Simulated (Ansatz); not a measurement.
Take HfO2 in the fluorite structure (space group Fm-3m, No. 225; a = 5.001 Å) as the base. Axes: x, y, z lie along the cube axes.

Modification: biaxial strain −3.00 %, plane normal [001], relaxed out of plane (Cartesian); in-plane vectors clamped, the third vector and the atoms free.

The values are results of LDA (Ansatz, a first-principles code; PAW; 420 eV plane waves; no SOC), not measurements.

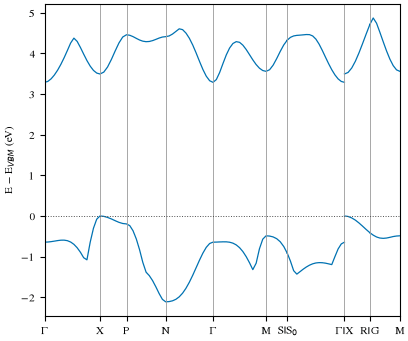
Figure: Highest valence and lowest conduction band along the path of the changed cell's own zone

Read the changed gap and its character from the plot.

About 3.3 eV, indirect, X → Γ.

Spin-orbit coupling, missing from the scalar runs, can matter with Hf. Stability against distortions was not tested. This is not the structure that HfO2 has at room temperature and ambient pressure. Labels are those of the standard path for the cell's own space group.
